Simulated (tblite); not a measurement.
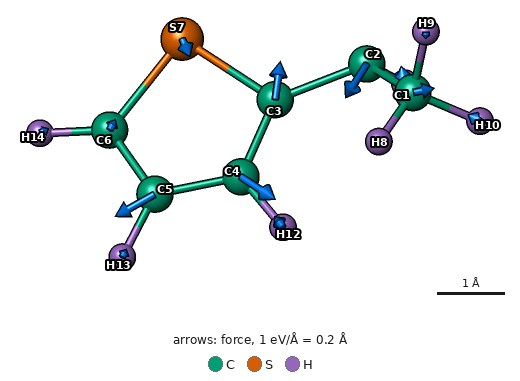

Starting geometry of C6H7S (multiplicity 2) with the computed forces as blue arrows. Style: ball-and-stick. Shown at a tilt.

These are results of GFN2-xTB geometry optimisation, gas phase in tblite 0.8.0, not measurements. 

What follows when this structure is relaxed?

It isn't relaxed: the largest force vector, on a C atom, is 3.73 eV/Å. The final displacements have little in common with the starting forces (cosine between the two patterns 0.21). The largest move after the best rigid fit is that of an H atom, 1.26 Å. By element the largest moves are H 1.26 Å, S 0.46 Å, C 0.32 Å. Near-neighbour distances that change, for instance: C–C 1.488 → 1.364 Å, C–S 1.875 → 1.772 Å, C–C 1.333 → 1.411 Å, C–S 1.775 → 1.719 Å. Among the angles between lasting bonds that change: C–C–H 105.8° → 118.5°, C–C–C 115.8° → 125.0°, S–C–H 125.0° → 119.5°. The energy falls by 156.4 kJ/mol in 56 geometry steps.
